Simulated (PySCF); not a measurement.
Vertical excitations of a molecule C4H7ClSi from PySCF 2.14.0 with TDDFT-PBE/def2-SVPD, as energy in eV (oscillator strength): 5.66 (0.022), 5.81 (0.191), 6.05 (0.002), 6.33 (0.001), 6.35 (0.006), 6.41 (0.012), 6.55 (0.010), 6.74 (0.007), 6.90 (0.008), 6.95 (0.042). Lowest triplet (TDA): 4.02 eV. The structure is a stationary point at B3LYP-D3(BJ)/def2-SVP. One conformer was computed; it need not be the lowest.

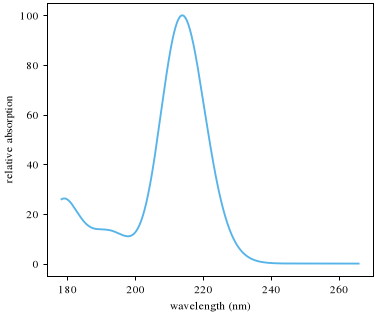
The lines broadened by 0.4 eV.

Task: Which molecule gave these data?
A. C=C/C=C(/[SiH3])Cl
B. [SiH3][C@@H]1C=C(Cl)C1
C. C=C=C[Si@@H](C)Cl
D. C=C[SiH2]/C=C/Cl

Result: B, [SiH3][C@@H]1C=C(Cl)C1
